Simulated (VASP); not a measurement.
Band structure of MgH2 (rutile). Level of theory: MS2 meta-GGA, VASP's PBE PAW potentials (set 64) (plane waves; VASP 6.6.1).

The path is coarsely sampled, so an indirect gap can come out somewhat too large.

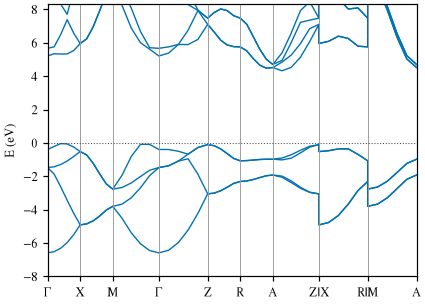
Figure. Bands along high-symmetry lines, zero at the valence-band maximum or, without a gap, the Fermi level

### Question
Read the plot: is there a gap, and where are the band edges?

### Answer
The gap is indirect, 4.33 eV, from the valence maximum at (0.17, 0.17, 0.00) to the conduction minimum at A-Z at 0.20.

The compound is MgH2 in the rutile structure. It was relaxed first.
